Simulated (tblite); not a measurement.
Run report: C3H8OSi, energy and gradient calculation

- system: C3H8OSi, multiplicity 3, SMILES C=CCO[SiH3]
- method: GFN2-xTB, U-SCC (tblite 0.8.0)

The geometry is that of the parent species in another charge or spin state. The geometry comes from this level: PBE0-D4/def2-TZVP.

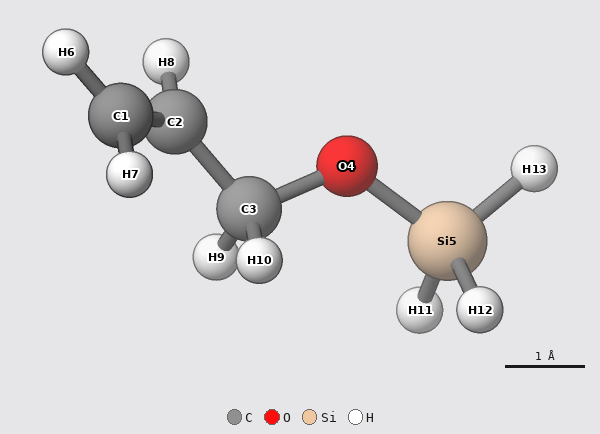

Figure 1. The input geometry (ball-and-stick view, seen at a tilt; atoms are numbered from 1 in the order of the input). Bond lengths as drawn: C–C 1.32 to 1.49 Å, C–H 1.08 to 1.10 Å, C–O 1.42 Å, H–Si 1.48 to 1.49 Å and O–Si 1.64 Å.

Input (xtb_job.py)
```python
import json
import numpy as np
from tblite.interface import Calculator

symbols = ["C", "C", "C", "O", "Si", "H", "H", "H", "H", "H", "H", "H", "H"]
numbers = np.array([6, 6, 6, 8, 14, 1, 1, 1, 1, 1, 1, 1, 1])
positions = np.array([
    [-1.273400, 1.256000, 1.864400],
    [-0.156600, 1.000000, 1.201200],
    [-0.115900, 0.405500, -0.163400],
    [0.762400, -0.704600, -0.170800],
    [1.032100, -1.600500, -1.521700],
    [-1.260200, 1.716800, 2.845100],
    [-2.246600, 1.015600, 1.447200],
    [0.811200, 1.233900, 1.637800],
    [0.239100, 1.158800, -0.882800],
    [-1.126100, 0.105000, -0.471100],
    [1.584800, -0.754700, -2.617400],
    [-0.233700, -2.215400, -2.011100],
    [2.003200, -2.651400, -1.142400],
]) / 0.5291772

xtb = Calculator("GFN2-xTB", numbers, positions, charge=0, uhf=2)
xtb.set("accuracy", 0.1)
xtb.add("spin-polarization", 1.0)
wfn = xtb.singlepoint()

print(f"E(total): {wfn.get('energy'):.8f} Eh")
eps = np.atleast_2d(wfn.get("orbital-energies")) * 27.211386
occ = np.atleast_2d(wfn.get("orbital-occupations"))
filled = occ.sum(axis=0) if eps.shape[0] == 1 else occ[0]
homo = np.nonzero(filled > 0.5)[0].max()
print("  MO   occupation   energy/eV")
for i in range(max(0, homo - 4), min(eps.shape[1], homo + 5)):
    print(f"{i + 1:4d} {filled[i]:10.4f} {eps[0, i]:12.4f}")
mu = wfn.get("dipole") * 2.541746
print(f"Dipole moment: {np.linalg.norm(mu):.4f} D, components " + " ".join(f"{c:.4f}" for c in mu))
q = wfn.get("charges")
g = wfn.get("gradient")
print("atom     charge      dE/dx        dE/dy        dE/dz   (Eh/bohr)")
for i, s in enumerate(symbols):
    print(f"{s:<2}{i + 1:<3} {q[i]:9.4f} {g[i, 0]:12.7f} {g[i, 1]:12.7f} {g[i, 2]:12.7f}")
print(f"gradient norm {np.linalg.norm(g):.6f} Eh/bohr")
out = {k: np.asarray(wfn.get(k)).tolist() for k in ("energy", "gradient", "charges", "dipole", "orbital-energies", "orbital-occupations")}
out.update(symbols=symbols, positions=(positions * 0.529177210903).tolist())
json.dump(out, open("results.json", "w"))
```

Machine: 1 thread of Intel Xeon @ 2.50GHz (Skylake/Cascade Lake), 189 GiB of memory available, shared host.

Launched with:
```bash
python xtb_job.py
```

Output
```
------------------------------------------------------------
  cycle        total energy    energy error   density error
------------------------------------------------------------
      1     -15.63777762404  -1.5831366E+01   1.9617391E-01
      2     -15.39511580625   2.4266182E-01   2.2340065E-01
      3     -16.11016088354  -7.1504508E-01   1.1465759E-01
      4     -15.95571494737   1.5444594E-01   7.5323743E-02
      5     -15.92369662786   3.2018320E-02   1.1094176E-01
      6     -16.12279419826  -1.9909757E-01   5.8801470E-02
      7     -16.13065413945  -7.8599412E-03   5.6629111E-02
      8     -16.13184793998  -1.1938005E-03   4.6845001E-02
      9     -16.13309507456  -1.2471346E-03   2.0912883E-02
     10     -16.13291850078   1.7657378E-04   1.7004132E-02
     11     -16.13326528584  -3.4678506E-04   9.9708865E-03
     12     -16.13353711838  -2.7183253E-04   7.0453606E-03
     13     -16.13397301298  -4.3589460E-04   4.6863744E-03
     14     -16.13406222465  -8.9211677E-05   4.1872374E-03
     15     -16.13417134845  -1.0912379E-04   1.4878534E-03
     16     -16.13418756413  -1.6215683E-05   6.4617795E-04
     17     -16.13418810790  -5.4376896E-07   3.1210183E-04
     18     -16.13418874960  -6.4169739E-07   1.7435431E-04
     19     -16.13418878278  -3.3181077E-08   3.8202092E-05
     20     -16.13418878404  -1.2588259E-09   3.1433757E-06
     21     -16.13418878404  -2.8244074E-12   2.8507612E-06
     22     -16.13418878412  -7.6994411E-11   7.5183658E-07
------------------------------------------------------------

 total:                                   0.036 sec
E(total): -16.13418878 Eh
  MO   occupation   energy/eV
  12     1.0000     -11.9723
  13     1.0000     -11.7848
  14     1.0000     -11.4473
  15     1.0000     -11.2623
  16     1.0000      -6.5173
  17     0.0000      -4.6486
  18     0.0000      -4.4424
  19     0.0000      -4.3102
  20     0.0000      -1.5096
Dipole moment: 1.3814 D, components -0.7854 0.9936 -0.5515
atom     charge      dE/dx        dE/dy        dE/dz   (Eh/bohr)
C 1     -0.0886    0.1780787   -0.0417840   -0.1035968
C 2     -0.0479   -0.1771519    0.0381782    0.1105381
C 3      0.0861    0.0035457   -0.0040369   -0.0225249
O 4     -0.3684   -0.0008915    0.0047870    0.0173335
Si5      0.5040   -0.0038295    0.0048678    0.0016021
H 6      0.0447    0.0015036    0.0026079    0.0036973
H 7      0.0373   -0.0034016   -0.0005342   -0.0036082
H 8      0.0458    0.0021404    0.0039825    0.0016194
H 9      0.0472   -0.0031997    0.0012279    0.0051559
H 10     0.0365   -0.0012876    0.0008719    0.0005473
H 11    -0.1008    0.0035513    0.0032601   -0.0061613
H 12    -0.1006   -0.0056027   -0.0044349   -0.0030940
H 13    -0.0951    0.0065448   -0.0089934   -0.0015086
gradient norm 0.300849 Eh/bohr
```

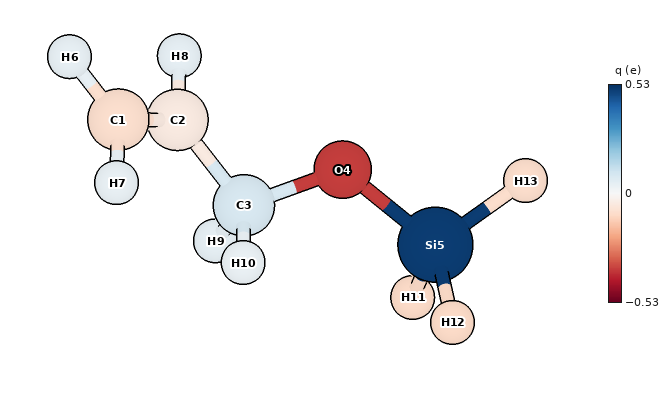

Figure 2. Mulliken charges, as the colour of each atom (ball-and-stick view, seen at a tilt; atoms are numbered from 1 in the order of the input). By element: C −0.09 to +0.09, O −0.37, Si +0.50 and H −0.10 to +0.05 e.

Key numbers

| quantity | value |
| --- | --- |
| outcome | converged |
| total energy | −16.134189 hartree |
| basis functions | 33 |
| largest force | 10.915 eV/Å |
| dipole moment | 1.38 D |
| peak memory | 0.068 GiB |
